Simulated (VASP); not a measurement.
Band structure of CdHg₃Te₄ (space group P-43m). Calculation: LDA (Ceperley-Alder, Perdew-Zunger), VASP's LDA PAW potentials (set 64) (plane waves; VASP).

Unless said otherwise, spin-orbit coupling is left out, though it shifts the bands of the heavy elements here.

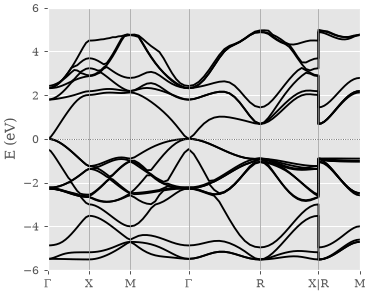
Figure: Bands along high-symmetry lines, zero at the valence-band maximum or, without a gap, the Fermi level

Task: Read the plot: is there a gap, and where are the band edges?

Result: It has no gap at this level: it comes out as a metal or semimetal. (Edges off the drawn lines would not show.)

The structure comes from a computed database's CdHg3Te4 entry (P-43m); how it stands against other phases isn't given here. It was relaxed first, which changed the volume by -6 %.
